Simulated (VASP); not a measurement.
Band structure of Pd (relaxed from the bcc structure, space group Im-3m). These are r2SCAN meta-GGA, VASP's PBE PAW potentials (set 64) (plane waves; VASP) values and carry that method's errors.

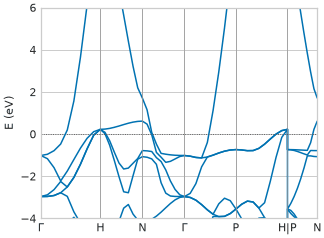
Figure: Bands along high-symmetry lines, zero at the valence-band maximum or, without a gap, the Fermi level

### Question
Read the plot: is there a gap, and where are the band edges?

### Answer
It has no gap at this level: it comes out as a metal or semimetal.

The structure was generated: Pd was put into the bcc type (Im-3m), which need not be its known phase. It was relaxed first.
